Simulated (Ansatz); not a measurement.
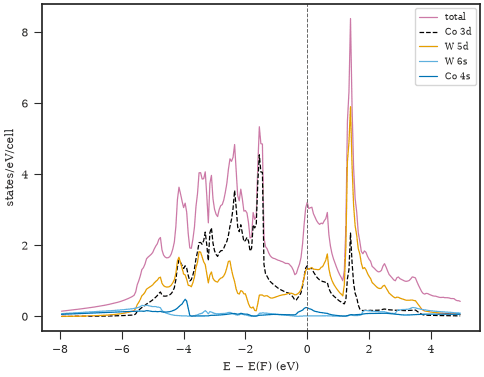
Figure. Total and projected density of states of CoW (rock salt, Fm-3m), DFT-PBE in the program Ansatz with PAW potentials

Which orbitals carry the states next to the Fermi level?

Within 0.5 eV of the Fermi level: W 5d 47 %, Co 3d 42 %, Co 4s 6 %. Projections are on Löwdin-orthogonalised atomic valence shells; empty p or d shells of many metals are not among them.

Where is the tallest occupied peak in this window, and what makes it?

Near -1.5 eV, about 5.3 states/eV per cell; the largest projected share is Co 3d.

The start of the workflow was typed in or built on a structure type; neither database checked (COD, Materials Project) lists it. Its standing as an ambient phase is unchecked. Symmetry was held in the PBE relaxation; its stability against distortions is not shown here. The workflow began spin-polarised and lost its moments. Its formation energy is positive at this level, so the cell may be metastable or incomplete. Spin–orbit coupling is left out wherever it is not named.

Potentials: the later of the program's two PAW sets.
